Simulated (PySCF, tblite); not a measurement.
# CH₁₅NOSi₅: geometry, infrared bands and NMR shifts

What infrared bands and NMR shifts should CH₁₅NOSi₅ (`CN[SiH2][Si]([SiH3])([SiH3])[SiH2]O`) show?

Computed with tblite 0.8.0 and PySCF 2.14.0, with density-fitted response routines of our own, on a single molecule in the gas phase. Atoms count from 0, in the outputs and in this text.

### 1 The molecule as given

23 atoms, charge 0, multiplicity 1; geometry from: force field or distance geometry start.

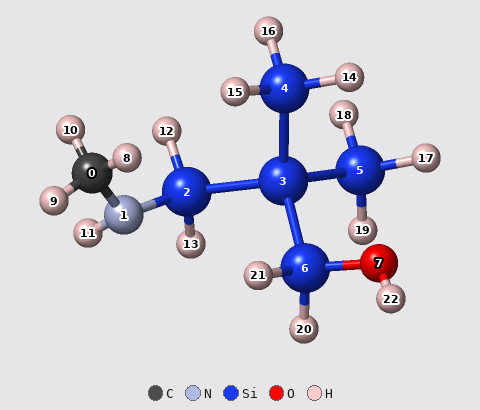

The starting geometry (carbon dark grey, nitrogen light blue, silicon blue, oxygen red, hydrogen pink), atoms numbered; sticks join atoms by distance.

### 2 Relaxing the molecule with GFN2-xTB

What the job is given:

```
{"job": {"kind": "relax", "xc": "GFN2-xTB", "basis": "xTB"}, "charge": 0, "multiplicity": 1}
C      3.218500     0.228100     0.024600
N      2.288000     0.516800    -1.079700
Si     0.918000    -0.397300    -1.460300
Si    -0.788500    -0.227800    -0.026400
Si    -0.327900    -1.363900     1.868100
Si    -2.583200    -1.190800    -0.995000
Si    -1.234100     1.910000     0.416600
O     -2.560200     2.066500     1.400300
H      2.708000     0.261100     0.996100
H      3.993700     0.989800     0.051400
H      3.686200    -0.748700    -0.093700
H      2.841800     0.618800    -1.918500
H      1.358400    -1.789200    -1.619400
H      0.502000     0.100000    -2.797300
H     -1.478700    -1.348000     2.802500
H      0.845500    -0.781400     2.572700
H     -0.006500    -2.775000     1.550800
H     -3.752300    -1.217500    -0.083200
H     -2.265500    -2.589700    -1.360000
H     -2.946300    -0.461400    -2.225800
H     -1.520700     2.671600    -0.814900
H     -0.116100     2.580600     1.118800
H     -2.784800     2.974300     1.682200
```

The run is started by

```bash
$ OMP_NUM_THREADS=1 python probes_run.py task.json out
```

This one command runs all jobs of the session in turn.

**Question.** This job is followed by: GFN2-xTB harmonic vibrations, gas phase; GIAO PBE0/pcSseg-1 NMR shielding, non-relativistic, gas phase. Predict these results of the whole session: strongest single infrared mode (GFN2-xTB); zero-point energy (GFN2-xTB); 13C shifts against TMS (PBE0/pcSseg-1); 1H shifts against TMS (PBE0/pcSseg-1, means over atoms taken as alike); 15N shifts against NH3 (PBE0/pcSseg-1); 29Si shifts against TMS (PBE0/pcSseg-1, means over atoms taken as alike); 17O shifts against H2O (PBE0/pcSseg-1).

The runs gave:

```
                                                                quantity                                    value
                               strongest single infrared mode (GFN2-xTB)                    754 cm⁻¹, 1051 km/mol
                                            zero-point energy (GFN2-xTB)                            92.7 kcal/mol
                                  13C shifts against TMS (PBE0/pcSseg-1)                                 34.7 ppm
  1H shifts against TMS (PBE0/pcSseg-1, means over atoms taken as alike)  5.74, 4.98, 3.81, 2.65, 0.46, -0.25 ppm
                                  15N shifts against NH3 (PBE0/pcSseg-1)                                 14.6 ppm
29Si shifts against TMS (PBE0/pcSseg-1, means over atoms taken as alike)         -12.0, -39.8, -106.9, -154.2 ppm
                                  17O shifts against H2O (PBE0/pcSseg-1)                                  6.3 ppm
```

The optimisation took 113 steps and gained 0.568 eV; among the close pairs (by a distance rule), Si2–Si3 changed most, from 2.235 to 2.338 Å. All 63 modes are real, so the xTB geometry is a minimum. The strongest single mode, at 754 cm⁻¹, has its largest shares on H17, H18, H19 and H14 (the list is cut at 4 atoms). GFN2-xTB is a fitted tight-binding method: band positions and strengths are rough. Its intensities can rank the bands wrongly.
